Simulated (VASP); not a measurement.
Band structure of Sm (sg166). All values below come from PBE GGA, VASP's PBE PAW potentials (set 64) (plane waves; VASP).

The 4f electrons are frozen in the core of the lanthanide potential, so 4f levels, which can set the real gap, and their magnetism are missing.

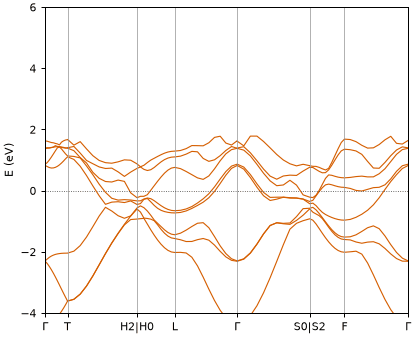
Figure: Bands along high-symmetry lines, zero at the valence-band maximum or, without a gap, the Fermi level

Q: Read the plot: is there a gap, and where are the band edges?

A: It has no gap at this level: it comes out as a metal or semimetal. (Edges off the drawn lines would not show.)

The compound is Sm in the sg166 structure. It was relaxed first.
